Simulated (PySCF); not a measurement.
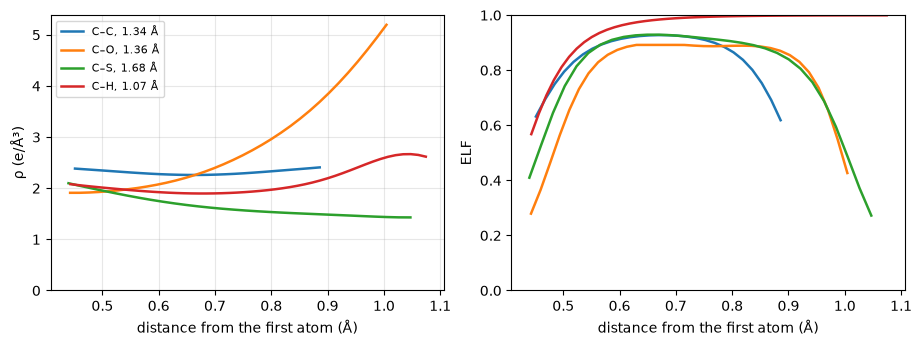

Figure. C₆H₅OS (charge −1). Total electron density and ELF along straight lines between neighbouring atoms. The curves leave out the atomic cores.

Geometry: GFN2-xTB.

Theory: PBE0/def2-SVPD, SCF density, gas phase (PySCF).

```yaml
atoms:
  - { symbol: C, position_ang: [-2.2372, -0.6664, -0.0092] }
  - { symbol: C, position_ang: [-1.3681, 0.3484, -0.0659] }
  - { symbol: C, position_ang: [0.0536, 0.2523, -0.0194] }
  - { symbol: C, position_ang: [0.8793, -0.9040, 0.0924] }
  - { symbol: C, position_ang: [2.1626, -0.4760, 0.0950] }
  - { symbol: O, position_ang: [2.2255, 0.8807, -0.0080] }
  - { symbol: C, position_ang: [0.9389, 1.3378, -0.0789] }
  - { symbol: S, position_ang: [0.6440, 2.9812, -0.2169] }
  - { symbol: H, position_ang: [-3.3030, -0.5049, -0.0518] }
  - { symbol: H, position_ang: [-1.9158, -1.6921, 0.0811] }
  - { symbol: H, position_ang: [-1.7364, 1.3641, -0.1567] }
  - { symbol: H, position_ang: [0.5514, -1.9248, 0.1614] }
  - { symbol: H, position_ang: [3.1009, -0.9959, 0.1592] }
```

What can be read from the curves?

Answer. C–C (1.34 Å): ρ is about 2.3 e/Å³ halfway; the ELF peaks at about 0.95 between the atoms: a multiple bond.
C–O (1.36 Å): ρ at the midpoint is about 2.3 e/Å³; the ELF peaks at about 0.90 between the atoms (a polar covalent bond).
C–S (1.68 Å): ρ is about 1.5 e/Å³ halfway; the ELF peaks at about 0.95 between the atoms: localised, covalent bonding.
C–H (1.07 Å): ρ at the midpoint is about 2 e/Å³; the ELF climbs to about 1 towards the hydrogen, as it does in any bond to H; a covalent bond by its length.
